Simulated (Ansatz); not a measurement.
**Geometry relaxation, with input and output: CH2AlF2 (charge −1)**

System: CH2AlF2, charge −1.
Method: RKS B3LYP-D4/6-31G* (Ansatz 0.2.0).

It belongs to a series of runs on one base structure; here: end point B relaxed. Figures and captions count atoms from 1; the log counts them from 0 in places.

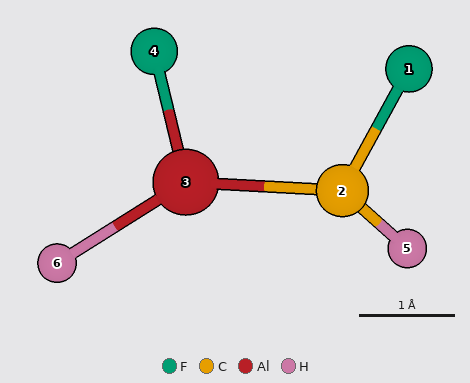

Fig. 1: The input geometry (ball-and-stick view, seen at a tilt; atoms are numbered from 1 in the order of the input). Sticks mark near contacts.

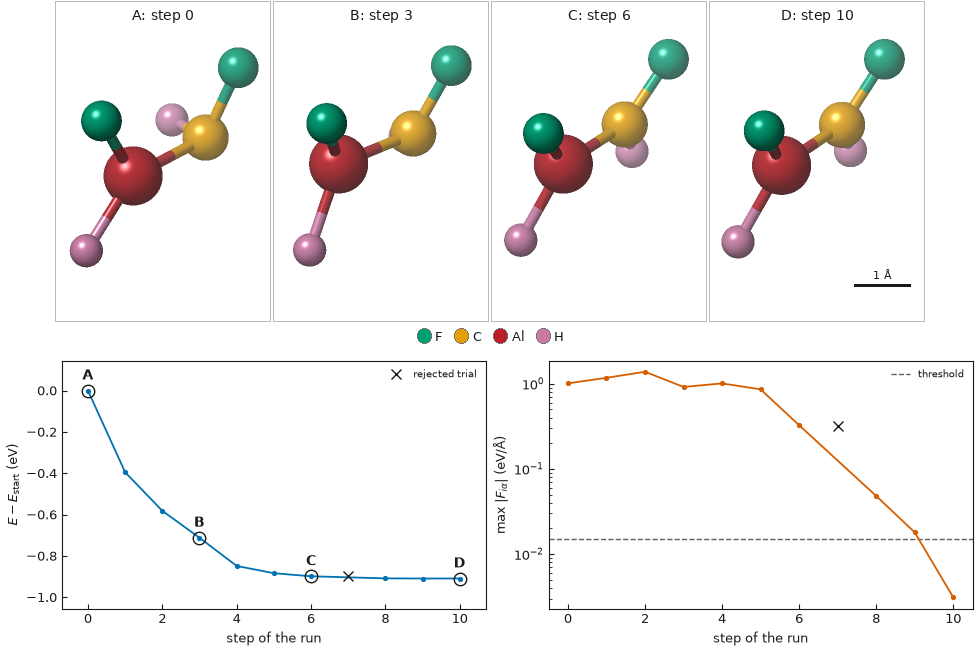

Fig. 2: Frames of the relaxation (ball-and-stick view, seen at a tilt) above the curves, on which the letters mark them (the first geometry is step 0 here and step 1 in the log).

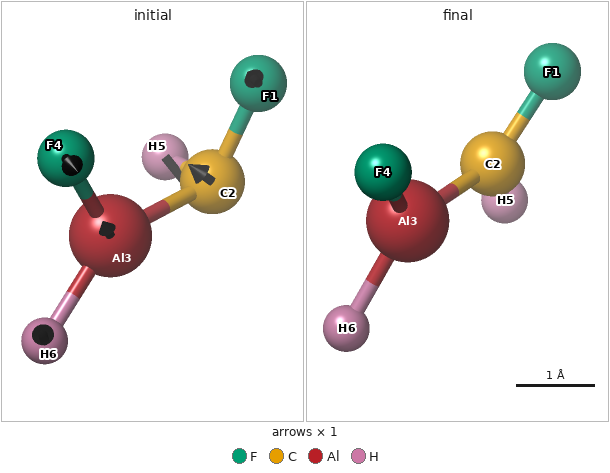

Fig. 3: Before (left) and after (right) the relaxation, at one scale (ball-and-stick view, seen at a tilt). The black arrows give the displacements, at true length. After 10 geometry steps the energy has fallen by 0.909 eV. Largest force component: 1 eV/Å at the start, 0.0031 eV/Å at the end. The line search rejected the trial step at point 7 (counted from 0) and went back. H5 moves most after the best rigid fit: 0.71 Å. Largest moves by element: H 0.71 Å, F 0.51 Å, C 0.41 Å, Al 0.27 Å. Among the contacts that change: C2–Al3 1.933 → 1.840 Å, F1–C2 1.462 → 1.413 Å, C2–H5 1.122 → 1.099 Å, Al3–H6 1.629 → 1.617 Å. Among the angles that change: C2–Al3–H6 141.3° → 120.6°, Al3–C2–H5 104.0° → 122.8°, F1–C2–Al3 113.0° → 129.4°. (Atoms are counted from 1 in the order of the input.)

These pictures come from the run below.

The input:
```yaml
crystal:
  periodic: [false, false, false]
  atoms:
    - { symbol: F, position_ang: [-0.27513, 2.08661, -0.49431] }
    - { symbol: C, position_ang: [0.21125, 0.76563, -0.88834] }
    - { symbol: Al, position_ang: [0.15676, -0.52183, 0.55307] }
    - { symbol: F, position_ang: [-0.6945, -0.14899, 1.98102] }
    - { symbol: H, position_ang: [-0.5906, 0.41959, -1.59259] }
    - { symbol: H, position_ang: [0.70477, -2.00127, 0.95839] }
total_charge: -1
basis:
  gaussian: { orbitals: "6-31G*" }
hamiltonian:
  xc: b3lyp
  dispersion: d4
relax:
  f_tol: 0.015
  max_steps: 40
```

Launch command:
```bash
ansatz run input.yaml --threads 1 --pin off --max-ram 2048MiB --backend cpu --events-out ev --progress --plain --runs-dir out
```

Output:
```
The last accepted step is kept in [file] (removed where the run ends without a failure and the disk answers)
Engine: ansatz 0.2.0, aarch64-unknown-linux-gnu
Functional definition: B3LYP
  parameter a0 = 0.2
  parameter ax = 0.72
  parameter ac = 0.81
  exchange = (1 - a0 - ax)*slater_x + ax*b88_x + a0*exact_x
  correlation = (1 - ac)*vwn_rpa_c + ac*lyp_c
674 factors; integrals over basis functions are off by at most 4.2e-4 eV
mean field evaluation 1: about -13097.4358 eV, gradient 3.3e1 eV
mean field evaluation 2: about -13086.1053 eV, gradient 6.6e1 eV
mean field evaluation 4: about -13100.0884 eV, gradient 5.0e0 eV
mean field evaluation 8: about -13100.1386 eV, gradient 1.7e-1 eV
mean field evaluation 16: about -13100.1387 eV, gradient 3.2e-5 eV
mean field -13100.13865132 eV, -481.4212158430 hartree, gradient 3.2e-5 eV, S^2 0.000000; 0 other end points of the search recorded, 0 dependent functions left out
the calculation of the forces begins
reference -13100.13889117 eV, -481.4212246576 hartree; 20, 20 occupied and 48, 48 virtual orbitals, 674 factors
relax step   1: F+E_penalty+E_count = -13100.30003838 eV  Δ(F+E_penalty+E_count) = +0.000e0 eV  max|allowed force component| = 1.011e0 eV/Å  Δτ_max = 0.0000 Å  (26 SCF iters, accepted)
these checks for a lower state are left out or cut short: starts, cluster_reference, orbital_swaps, neighbouring_geometries, increment
674 factors; integrals over basis functions are off by at most 4.1e-4 eV
mean field -13100.53361907 eV, -481.4357306403 hartree, gradient 1.1e-5 eV, S^2 0.000000; 0 other end points of the search recorded, 0 dependent functions left out
the calculation of the forces begins
reference -13100.53386093 eV, -481.4357395284 hartree; 20, 20 occupied and 48, 48 virtual orbitals, 674 factors
relax step   2: F+E_penalty+E_count = -13100.69500613 eV  Δ(F+E_penalty+E_count) = -3.950e-1 eV  max|allowed force component| = 1.173e0 eV/Å  Δτ_max = 0.1948 Å  (31 SCF iters, accepted)
these checks for a lower state are left out or cut short: starts, cluster_reference, orbital_swaps, neighbouring_geometries, increment
674 factors; integrals over basis functions are off by at most 4.7e-4 eV
mean field -13100.72110744 eV, -481.4426207107 hartree, gradient 7.3e-6 eV, S^2 0.000000; 0 other end points of the search recorded, 0 dependent functions left out
the calculation of the forces begins
reference -13100.72134763 eV, -481.4426295375 hartree; 20, 20 occupied and 48, 48 virtual orbitals, 674 factors
relax step   3: F+E_penalty+E_count = -13100.88178008 eV  Δ(F+E_penalty+E_count) = -1.868e-1 eV  max|allowed force component| = 1.382e0 eV/Å  Δτ_max = 0.1976 Å  (32 SCF iters, accepted)
these checks for a lower state are left out or cut short: starts, cluster_reference, orbital_swaps, neighbouring_geometries, increment
674 factors; integrals over basis functions are off by at most 4.7e-4 eV
mean field evaluation 32: about -13100.8412 eV, gradient 5.3e-2 eV
mean field -13100.85072925 eV, -481.4473842245 hartree, gradient 2.6e-5 eV, S^2 0.000000; 0 other end points of the search recorded, 0 dependent functions left out
the calculation of the forces begins
reference -13100.85096696 eV, -481.4473929601 hartree; 20, 20 occupied and 48, 48 virtual orbitals, 674 factors
relax step   4: F+E_penalty+E_count = -13101.01206968 eV  Δ(F+E_penalty+E_count) = -1.303e-1 eV  max|allowed force component| = 9.168e-1 eV/Å  Δτ_max = 0.0969 Å  (28 SCF iters, accepted)
these checks for a lower state are left out or cut short: starts, cluster_reference, orbital_swaps, neighbouring_geometries, increment
674 factors; integrals over basis functions are off by at most 5.2e-4 eV
mean field -13100.98836545 eV, -481.4524422614 hartree, gradient 8.5e-6 eV, S^2 0.000000; 0 other end points of the search recorded, 0 dependent functions left out
the calculation of the forces begins
reference -13100.98859967 eV, -481.4524508690 hartree; 20, 20 occupied and 48, 48 virtual orbitals, 674 factors
relax step   5: F+E_penalty+E_count = -13101.14854526 eV  Δ(F+E_penalty+E_count) = -1.365e-1 eV  max|allowed force component| = 1.009e0 eV/Å  Δτ_max = 0.1939 Å  (30 SCF iters, accepted)
these checks for a lower state are left out or cut short: starts, cluster_reference, orbital_swaps, neighbouring_geometries, increment
674 factors; integrals over basis functions are off by at most 4.7e-4 eV
mean field -13101.02285655 eV, -481.4537097860 hartree, gradient 8.3e-6 eV, S^2 0.000000; 0 other end points of the search recorded, 0 dependent functions left out
the calculation of the forces begins
reference -13101.02309289 eV, -481.4537184713 hartree; 20, 20 occupied and 48, 48 virtual orbitals, 674 factors
relax step   6: F+E_penalty+E_count = -13101.18369382 eV  Δ(F+E_penalty+E_count) = -3.515e-2 eV  max|allowed force component| = 8.596e-1 eV/Å  Δτ_max = 0.1307 Å  (29 SCF iters, accepted)
these checks for a lower state are left out or cut short: starts, cluster_reference, orbital_swaps, neighbouring_geometries, increment
674 factors; integrals over basis functions are off by at most 5.0e-4 eV
mean field -13101.04013988 eV, -481.4543449367 hartree, gradient 2.7e-5 eV, S^2 0.000000; 0 other end points of the search recorded, 0 dependent functions left out
the calculation of the forces begins
reference -13101.04037748 eV, -481.4543536681 hartree; 20, 20 occupied and 48, 48 virtual orbitals, 674 factors
relax step   7: F+E_penalty+E_count = -13101.19853272 eV  Δ(F+E_penalty+E_count) = -1.484e-2 eV  max|allowed force component| = 3.258e-1 eV/Å  Δτ_max = 0.1050 Å  (29 SCF iters, accepted)
these checks for a lower state are left out or cut short: starts, cluster_reference, orbital_swaps, neighbouring_geometries, increment
674 factors; integrals over basis functions are off by at most 4.9e-4 eV
mean field -13101.03710610 eV, -481.4542334471 hartree, gradient 6.0e-5 eV, S^2 0.000000; 0 other end points of the search recorded, 0 dependent functions left out
the calculation of the forces begins
reference -13101.03734406 eV, -481.4542421922 hartree; 20, 20 occupied and 48, 48 virtual orbitals, 674 factors
relax step   8: F+E_penalty+E_count = -13101.19730090 eV  Δ(F+E_penalty+E_count) = +1.232e-3 eV  max|allowed force component| = 3.209e-1 eV/Å  Δτ_max = 0.1075 Å  (25 SCF iters, rejected (line search))
these checks for a lower state are left out or cut short: starts, cluster_reference, orbital_swaps, neighbouring_geometries, increment
674 factors; integrals over basis functions are off by at most 5.0e-4 eV
mean field evaluation 64: about -13101.0266 eV, gradient 1.7e0 eV
mean field -13101.04924465 eV, -481.4546795306 hartree, gradient 5.0e-5 eV, S^2 0.000000; 0 other end points of the search recorded, 0 dependent functions left out
the calculation of the forces begins
reference -13101.04948306 eV, -481.4546882923 hartree; 20, 20 occupied and 48, 48 virtual orbitals, 674 factors
relax step   9: F+E_penalty+E_count = -13101.20867388 eV  Δ(F+E_penalty+E_count) = -1.014e-2 eV  max|allowed force component| = 4.814e-2 eV/Å  Δτ_max = 0.0538 Å  (25 SCF iters, accepted)
these checks for a lower state are left out or cut short: starts, cluster_reference, orbital_swaps, neighbouring_geometries, increment
674 factors; integrals over basis functions are off by at most 5.0e-4 eV
mean field -13101.04959906 eV, -481.4546925551 hartree, gradient 5.2e-5 eV, S^2 0.000000; 0 other end points of the search recorded, 0 dependent functions left out
the calculation of the forces begins
reference -13101.04983762 eV, -481.4547013219 hartree; 20, 20 occupied and 48, 48 virtual orbitals, 674 factors
relax step  10: F+E_penalty+E_count = -13101.20931164 eV  Δ(F+E_penalty+E_count) = -6.378e-4 eV  max|allowed force component| = 1.799e-2 eV/Å  Δτ_max = 0.0169 Å  (25 SCF iters, accepted)
these checks for a lower state are left out or cut short: starts, cluster_reference, orbital_swaps, neighbouring_geometries, increment
674 factors; integrals over basis functions are off by at most 5.0e-4 eV
mean field -13101.04960737 eV, -481.4546928605 hartree, gradient 1.8e-5 eV, S^2 0.000000; 0 other end points of the search recorded, 0 dependent functions left out
the calculation of the forces begins
reference -13101.04984595 eV, -481.4547016281 hartree; 20, 20 occupied and 48, 48 virtual orbitals, 674 factors
relax step  11: F+E_penalty+E_count = -13101.20934909 eV  Δ(F+E_penalty+E_count) = -3.745e-5 eV  max|allowed force component| = 3.107e-3 eV/Å  Δτ_max = 0.0031 Å  (23 SCF iters, accepted)
674 factors; integrals over basis functions are off by at most 5.0e-4 eV
mean field evaluation 96: about -13101.0496 eV, gradient 9.6e-6 eV
mean field -13101.04960737 eV, -481.4546928605 hartree, gradient 1.8e-5 eV, S^2 0.000000; 1 other end points of the search recorded, 0 dependent functions left out
the calculation of the forces begins
reference -13101.04984595 eV, -481.4547016281 hartree; 20, 20 occupied and 48, 48 virtual orbitals, 674 factors
Total energy: -13101.20958767 eV, -481.4605720281 hartree
Atom 0 at    -0.549601     2.045668    -0.725498 Å, force     0.000961    -0.003107    -0.000124 eV/Å
Atom 1 at    -0.142562     0.692667    -0.690641 Å, force    -0.000284     0.001356    -0.000791 eV/Å
Atom 2 at    -0.014244    -0.451536     0.744242 Å, force     0.000212    -0.001264     0.001515 eV/Å
Atom 3 at    -0.370844    -0.100120     2.368350 Å, force    -0.000226     0.000272     0.000760 eV/Å
Atom 4 at     0.107548     0.389549    -1.717319 Å, force    -0.000428     0.002030    -0.001356 eV/Å
Atom 5 at     0.482253    -1.976489     0.538105 Å, force    -0.000234     0.000714    -0.000004 eV/Å
Dipole moment:    -0.052350     0.174159    -0.004783 e Å
```

Trajectory as extended XYZ (Å, eV, eV/Å), 11 frames, from step=1 to step=11:
```
6
Properties=species:S:1:pos:R:3:forces:R:3 step=1 energy=-13100.30004
F    -0.2751    2.0866   -0.4943    0.2814  -0.1558   0.2041
C     0.2112    0.7656   -0.8883   -0.7586  -0.4703   0.1041
Al    0.1568   -0.5218    0.5531   -1.0106   0.4523   0.3454
F    -0.6945   -0.1490    1.9810    0.2523   0.1944   0.2928
H    -0.5906    0.4196   -1.5926    0.7598   0.0013  -0.4416
H     0.7048   -2.0013    0.9584    0.4756  -0.0220  -0.5049
6
Properties=species:S:1:pos:R:3:forces:R:3 step=2 energy=-13100.69501
F    -0.2766    2.0613   -0.4680    0.1659  -0.4370  -0.2400
C     0.1609    0.7210   -0.8465   -1.1735  -0.3589  -0.1304
Al   -0.0222   -0.5450    0.5902   -0.2574   0.1772   0.6200
F    -0.6427   -0.0844    2.1307    0.3454  -0.0671  -0.3231
H    -0.4764    0.4267   -1.7502    0.9615   0.4253   0.4134
H     0.7695   -1.9799    0.8610   -0.0418   0.2605  -0.3399
6
Properties=species:S:1:pos:R:3:forces:R:3 step=3 energy=-13100.88178
F    -0.3344    2.0498   -0.5073    0.2028  -0.5872  -0.2776
C     0.0873    0.6873   -0.7860   -1.2199  -0.0429  -0.8430
Al   -0.1312   -0.5595    0.6446    0.1229   0.2177   0.6033
F    -0.5471   -0.0607    2.2535    0.2543  -0.1821  -0.6659
H    -0.3107    0.4437   -1.8566    0.8660   0.3666   1.3816
H     0.7487   -1.9608    0.7691   -0.2260   0.2279  -0.1984
6
Properties=species:S:1:pos:R:3:forces:R:3 step=4 energy=-13101.01207
F    -0.3754    2.0373   -0.5337    0.1202  -0.2375  -0.2745
C     0.0546    0.6859   -0.7520   -0.8317  -0.1761  -0.5496
Al   -0.1373   -0.5405    0.6687    0.1706   0.0845   0.2695
F    -0.5113   -0.0442    2.2690    0.1638  -0.1320  -0.2974
H    -0.2256    0.4105   -1.8242    0.5456   0.3582   0.9167
H     0.7075   -1.9493    0.6895   -0.1685   0.1028  -0.0647
6
Properties=species:S:1:pos:R:3:forces:R:3 step=5 energy=-13101.14855
F    -0.4477    2.0648   -0.6541    0.0121  -0.2970  -0.0349
C    -0.0712    0.6927   -0.6953   -0.1125  -0.1081  -0.8321
Al   -0.1389   -0.5169    0.7196    0.2116   0.1199  -0.2362
F    -0.4132   -0.0799    2.3343   -0.0221   0.0011   0.1358
H    -0.0355    0.3920   -1.7910    0.0530   0.2468   1.0087
H     0.6189   -1.9530    0.6038   -0.1422   0.0374  -0.0412
6
Properties=species:S:1:pos:R:3:forces:R:3 step=6 energy=-13101.18369
F    -0.5367    2.0335   -0.6949   -0.0186   0.1883  -0.0330
C    -0.0929    0.6988   -0.6725    0.0334  -0.1303  -0.8596
Al   -0.1144   -0.4806    0.7288    0.2358  -0.2632   0.0468
F    -0.3550   -0.0702    2.3536   -0.0806  -0.0156   0.1837
H     0.0822    0.3806   -1.7352   -0.0948   0.1667   0.6276
H     0.5293   -1.9623    0.5374   -0.0751   0.0542   0.0345
6
Properties=species:S:1:pos:R:3:forces:R:3 step=7 energy=-13101.19853
F    -0.5462    2.0636   -0.7815    0.0419  -0.1700   0.0660
C    -0.1441    0.7063   -0.6932   -0.0641   0.0448   0.3258
Al   -0.0284   -0.4373    0.7612   -0.0127   0.1838  -0.1933
F    -0.3561   -0.1605    2.4070   -0.0313   0.1199  -0.0750
H     0.1114    0.3714   -1.7056    0.0209  -0.0495  -0.0677
H     0.4759   -1.9437    0.5294    0.0453  -0.1291  -0.0558
6
Properties=species:S:1:pos:R:3:forces:R:3 step=8 energy=-13101.19730 accepted=F
F    -0.5433    2.0506   -0.7349    0.0075  -0.0701   0.0656
C    -0.1452    0.6975   -0.6659    0.0307  -0.0606  -0.1273
Al   -0.0100   -0.4690    0.7487   -0.1057   0.3209   0.0077
F    -0.3840   -0.0689    2.3582    0.0525  -0.1708   0.0520
H     0.1000    0.3671   -1.6847    0.0140   0.0342  -0.0808
H     0.4952   -1.9775    0.4959    0.0009  -0.0537   0.0828
6
Properties=species:S:1:pos:R:3:forces:R:3 step=9 energy=-13101.20867
F    -0.5480    2.0502   -0.7438    0.0071  -0.0335   0.0221
C    -0.1434    0.6966   -0.6881   -0.0125   0.0138   0.0481
Al   -0.0185   -0.4468    0.7508   -0.0018   0.0390  -0.0452
F    -0.3677   -0.1150    2.3809   -0.0048   0.0201  -0.0174
H     0.1090    0.3803   -1.7099    0.0039  -0.0095  -0.0098
H     0.4812   -1.9654    0.5274    0.0081  -0.0300   0.0021
6
Properties=species:S:1:pos:R:3:forces:R:3 step=10 energy=-13101.20931
F    -0.5494    2.0467   -0.7280    0.0009  -0.0021  -0.0019
C    -0.1430    0.6940   -0.6900    0.0021  -0.0065  -0.0008
Al   -0.0147   -0.4507    0.7441   -0.0034   0.0034   0.0180
F    -0.3702   -0.1028    2.3695   -0.0005   0.0034  -0.0044
H     0.1079    0.3872   -1.7154   -0.0022   0.0099  -0.0058
H     0.4819   -1.9746    0.5372    0.0031  -0.0081  -0.0050
6
Properties=species:S:1:pos:R:3:forces:R:3 step=11 energy=-13101.20935
F    -0.5496    2.0457   -0.7255    0.0010  -0.0031  -0.0001
C    -0.1426    0.6927   -0.6906   -0.0003   0.0014  -0.0008
Al   -0.0142   -0.4515    0.7442    0.0002  -0.0013   0.0015
F    -0.3708   -0.1001    2.3683   -0.0002   0.0003   0.0008
H     0.1075    0.3895   -1.7173   -0.0004   0.0020  -0.0014
H     0.4823   -1.9765    0.5381   -0.0002   0.0007   0.0000
```

Results in brief:

```json
{"quantity": "outcome", "value": "converged"}
{"quantity": "total energy", "value": "−13101.2096 eV"}
{"quantity": "mean-field energy", "value": "−13101.0498 eV"}
{"quantity": "largest force (length of the vector) at the end", "value": "0.003 eV/Å"}
{"quantity": "hardware", "value": "1 thread of Arm Neoverse V1, 24 GiB of memory available, shared host"}
{"quantity": "wall time", "value": "31 s"}
{"quantity": "peak memory", "value": "0.13 GiB"}
```
